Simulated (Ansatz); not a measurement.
## Ligand exchange: C2H3N + In(CH3)2(NH2) → CH2N2 + In(CH3)3

Species: C2H3N (acetonitrile) `CC#N`, singlet; In(CH3)2(NH2), singlet; CH2N2 (cyanamide) `N#CN`, singlet; In(CH3)3, singlet. The partners trade CH3 for NH2: C–CH3 and In–NH2 bonds give way to C–NH2 and In–CH3.

Shapes, held fixed at every level: PBE0-D4/def2-TZVP. Programs: Ansatz 0.2.0. Electronic energies: no zero-point or thermal term.

| level | kind | ΔE (kJ/mol) | less CCSD(T)/def2-TZVPP |
| --- | --- | --- | --- |
| B3LYP-D4/def2-TZVPP | global hybrid | +75.2 | -5.7 |
| PBE0-D4/def2-TZVPP | global hybrid | +68.8 | -12.1 |
| r2SCAN0-D4/def2-TZVPP | global hybrid | +72.8 | -8.1 |
| B2PLYP/def2-TZVPP | double hybrid | +80.0 | -0.9 |
| MP2/def2-SVP | perturbation theory | +77.1 | -3.8 |
| CCSD(T)/def2-SVP | coupled cluster or CI | +76.3 | -4.6 |
| CCSD/def2-TZVPP | coupled cluster or CI | +81.2 | +0.3 |
| CCSD(T)/def2-TZVPP | coupled cluster or CI | +80.9 | 0.0 |

The highest level, CCSD(T)/def2-TZVPP, gives ΔE = +80.9 kJ/mol; the levels span +68.8 to +81.2. The column of differences is taken from that level and isn't an error. No measured value is set beside it here. For atoms past krypton def2 sets carry core potentials with scalar relativity. Outer-core shells of In are correlated, in sets that cover them unevenly.

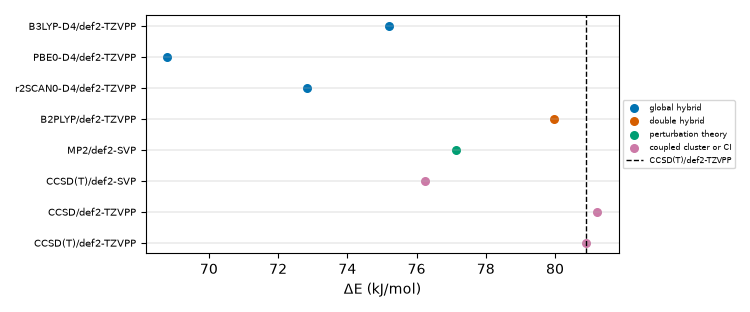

The values of the table, level by level.
